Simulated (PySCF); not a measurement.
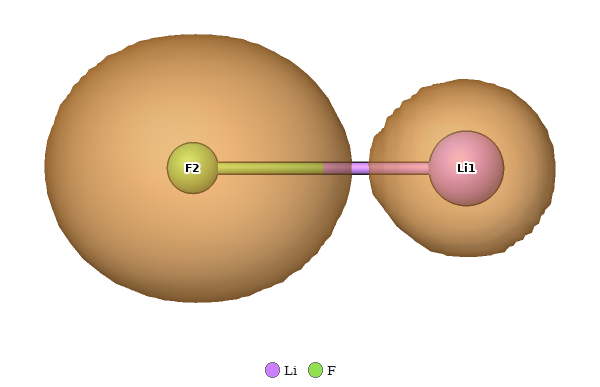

Figure 1: LiF (charge +1, doublet). Isosurface of the electron density at 0.1 e/Å³ (orange), seen from one side.

All numbers below come from PySCF 2.14.0, PBE0/cc-pVDZ(-PP), non-relativistic Hamiltonian with scalar-relativistic core potentials where named, at a bond length of 2.098 Å.

How is the density connected at this value?

Answer. At this value the surface falls into two separate pieces. It bridges the sampled Li–F (2.10 Å) contact, where the density stays above the isovalue. On the grid the lowest density along these lines, outside the cores, is 0.12 e/Å³ (Li–F, 2.10 Å).
